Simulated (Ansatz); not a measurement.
The starting structures come from a database of crystals and need not be the phases stable at ambient conditions.

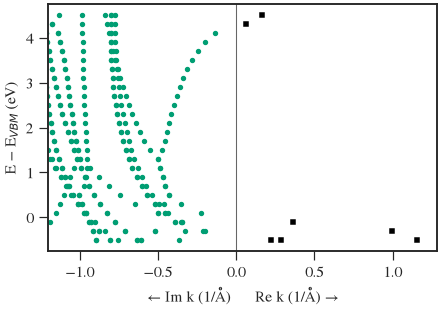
Complex bands at the centre of the two-dimensional zone; r2SCAN (Ansatz, a first-principles code)

The gap is the functional's own, uncorrected, and κ follows it; spin-orbit coupling is left out. Mid-gap values are interpolated between the computed energies.

Problem. This is ZnF$_{2}$ (P4_2/mnm, rutile, not sure to be the ambient phase, 6 atoms a cell, 11.5 Å³ an atom) along the normal of (111). Read off the slowest decay at the centre of the two-dimensional zone at 2.10 eV, the computed energy nearest the middle of the gap.

Solution. κ ≈ 0.43 1/Å, a decay length 1/(2κ) of the density of 1.2 Å.
